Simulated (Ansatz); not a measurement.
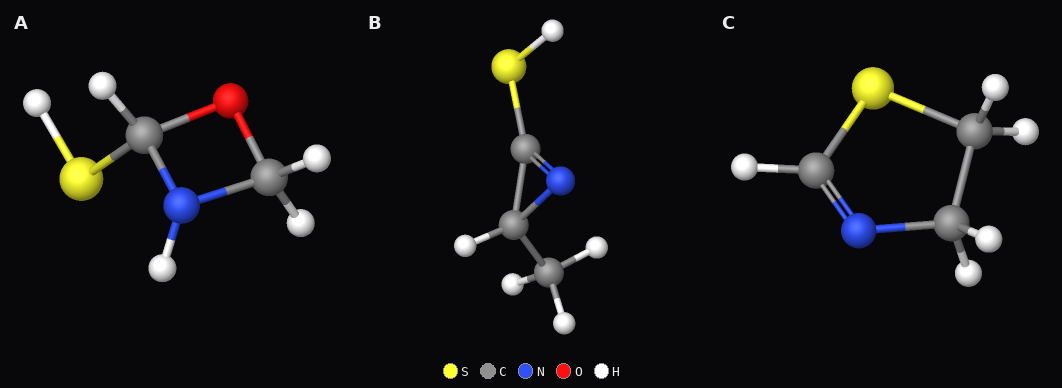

```sh
ansatz run in.yaml --threads 4 --pin off --events-out ev --progress --plain --max-ram 10444MiB
```

```yaml
crystal:
  periodic: [false, false, false]
  atoms:
    - {symbol: C, position_ang: [-1.170733, -0.886744, 0.131718]}
    - {symbol: C, position_ang: [0.020751, -0.156136, 0.672105]}
    - {symbol: N, position_ang: [1.393323, -0.445188, 0.074209]}
    - {symbol: C, position_ang: [0.867408, 0.672821, -0.147404]}
    - {symbol: S, position_ang: [1.096824, 2.151557, -0.965889]}
    - {symbol: H, position_ang: [-2.094485, -0.341593, 0.345540]}
    - {symbol: H, position_ang: [-1.090468, -1.016116, -0.949052]}
    - {symbol: H, position_ang: [-1.253824, -1.875874, 0.590125]}
    - {symbol: H, position_ang: [0.021563, 0.018328, 1.747769]}
    - {symbol: H, position_ang: [2.292738, 1.827945, -1.496123]}
basis:
  gaussian: {orbitals: def2-TZVPP}
correlation: {method: ccsd_t}
```

Which picture belongs to the input above?

B. The file holds C3H5NS, `C[C@H]1N=C1S`.
